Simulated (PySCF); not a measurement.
NMR shielding calculation, with input and output: C3H13NOSi2

C3H13NOSi2, SMILES CC(C)O[SiH2][SiH2]N, computed with GIAO PBE0/pcSseg-1 NMR shielding, non-relativistic, gas phase (PySCF 2.14.0).

The geometry comes from this level: GFN2-xTB, NEB image 0 of 0 to 8. It belongs to a series of runs on one base structure; here: NEB image 0 of 0 to 8. Figures and captions count atoms from 1; the log counts them from 0 in places.

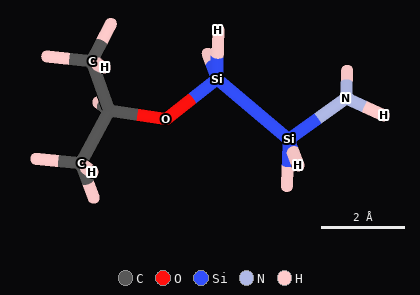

The structure as given in the input (stick view, seen at a tilt).

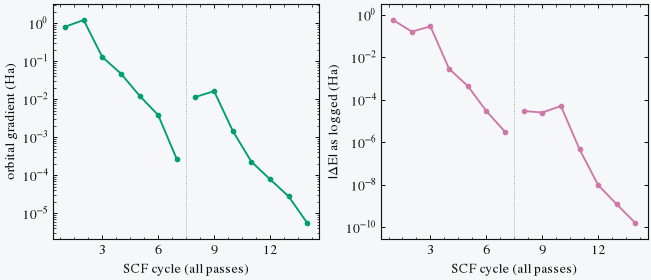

Convergence of the self-consistent field: orbital gradient and size of the energy change against the SCF cycle. The dotted line marks the change from a coarse to the final integration grid. The first 7 cycles use a coarse grid, the final grid takes over at cycle 8, and the field converges after 14 cycles in all.

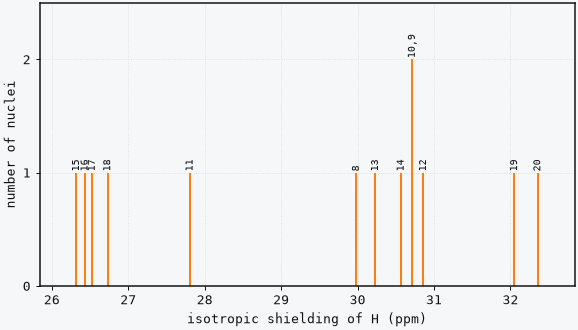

Isotropic shieldings of the hydrogen nuclei in this fixed geometry, labelled by atom number; shielding grows to the right, so chemical shift grows to the left. The least shielded is H15 (26.3 ppm), the most shielded H20 (32.4 ppm).

These pictures come from the run below.

## Input file
```
{"job": {"kind": "nmr", "xc": "PBE0", "basis": "pcSseg-1", "pop": false}, "charge": 0, "multiplicity": 1}
C     -2.229600     0.853600     0.808000
C     -1.711300     0.207000    -0.471200
C     -2.506500    -1.048100    -0.820800
O     -0.363300    -0.158100    -0.352700
Si     0.948000     0.730000    -0.017100
Si     2.588500    -0.807600    -0.411500
N      4.027400    -0.005400     0.107700
H     -1.680400     1.769200     1.009600
H     -2.091500     0.172900     1.644400
H     -3.285800     1.088400     0.708600
H     -1.795000     0.933400    -1.294100
H     -3.557500    -0.806000    -0.952800
H     -2.124000    -1.486500    -1.738900
H     -2.404100    -1.778200    -0.021700
H      0.875200     1.296700     1.343300
H      0.958900     1.946900    -0.861000
H      2.664900    -1.290800    -1.810700
H      2.590000    -2.031500     0.402100
H      4.894800    -0.516500     0.096100
H      4.196500     0.941400    -0.189700
```

The first line tells a small driver script what to run in PySCF; the rest is the geometry in Å.

Launch command:
```bash
OMP_NUM_THREADS=1 python <driver script> task.json out
```

## Log
```
coarse grid: 16720 points
cycle   1  E = -830.3828270380  dE =  5.700e-01  |g| = 8.028e-01  |ddm| = 3.808e+00
cycle   2  E = -830.2218496748  dE =  1.610e-01  |g| = 1.216e+00  |ddm| = 1.835e+00
cycle   3  E = -830.5066959734  dE = -2.848e-01  |g| = 1.291e-01  |ddm| = 1.304e+00
cycle   4  E = -830.5095458258  dE = -2.850e-03  |g| = 4.726e-02  |ddm| = 1.265e-01
cycle   5  E = -830.5099966878  dE = -4.509e-04  |g| = 1.239e-02  |ddm| = 4.864e-02
cycle   6  E = -830.5100261306  dE = -2.944e-05  |g| = 3.805e-03  |ddm| = 1.303e-02
cycle   7  E = -830.5100292541  dE = -3.124e-06  |g| = 2.640e-04  |ddm| = 2.937e-03
final grid: 149512 points
cycle   8  E = -830.5579630656  dE = -2.978e-05  |g| = 1.147e-02  |ddm| = 2.413e-02
cycle   9  E = -830.5579379160  dE =  2.515e-05  |g| = 1.630e-02  |ddm| = 1.936e-02
cycle  10  E = -830.5579891486  dE = -5.123e-05  |g| = 1.469e-03  |ddm| = 1.213e-02
cycle  11  E = -830.5579896122  dE = -4.636e-07  |g| = 2.262e-04  |ddm| = 1.557e-03
cycle  12  E = -830.5579896219  dE = -9.688e-09  |g| = 7.838e-05  |ddm| = 2.729e-04
cycle  13  E = -830.5579896231  dE = -1.193e-09  |g| = 2.761e-05  |ddm| = 8.083e-05
cycle  14  E = -830.5579896232  dE = -1.573e-10  |g| = 5.490e-06  |ddm| = 2.820e-05
converged SCF energy = -830.5579896232

GIAO shielding tensors (ppm)
atom      isotropic    diamagn.    paramagn.     s11        s22        s33       span
  0 C      162.565     250.411     -87.845    147.398    156.199    184.099     36.702
  1 C      116.052     238.717    -122.665     90.285    100.448    157.423     67.138
  2 C      158.939     247.674     -88.735    139.405    150.967    186.446     47.041
  3 O      299.028     403.510    -104.482    250.177    320.830    326.078     75.901
  4 Si     386.893     883.374    -496.481    330.211    348.792    481.675    151.463
  5 Si     404.635     879.817    -475.181    350.377    388.403    475.126    124.748
  6 N      270.479     313.668     -43.189    234.053    265.765    311.618     77.565
  7 H       29.983      31.627      -1.644     25.435     29.361     35.153      9.718
  8 H       30.715      31.661      -0.946     28.294     28.630     35.221      6.927
  9 H       30.715      29.541       1.174     26.571     28.462     37.112     10.541
 10 H       27.807      31.003      -3.196     24.754     27.043     31.624      6.870
 11 H       30.861      28.803       2.058     26.607     28.554     37.421     10.813
 12 H       30.233      30.250      -0.017     26.259     28.365     36.074      9.814
 13 H       30.569      30.660      -0.091     27.913     28.978     34.816      6.903
 14 H       26.321      32.017      -5.697     22.468     26.207     30.288      7.820
 15 H       26.433      31.494      -5.061     23.296     25.239     30.764      7.468
 16 H       26.527      30.194      -3.667     22.616     25.594     31.372      8.756
 17 H       26.730      30.628      -3.898     23.603     25.898     30.687      7.084
 18 H       32.053      26.999       5.053     23.841     27.853     44.464     20.624
 19 H       32.357      30.405       1.951     24.467     29.760     42.842     18.375
```

## Results in brief

- outcome: converged
- total energy: −830.557990 hartree
- HOMO: −7.13 eV
- LUMO: −0.39 eV
- dipole moment: 1.02 D
- isotropic shielding, C: 116.1 to 162.6 ppm
- isotropic shielding, O: 299.0 ppm
- isotropic shielding, Si: 386.9 to 404.6 ppm
- isotropic shielding, N: 270.5 ppm
- isotropic shielding, H: 26.3 to 32.4 ppm
- hardware: 1 CPU thread, shared host
- wall time: 77 s
- peak memory: 0.89 GiB
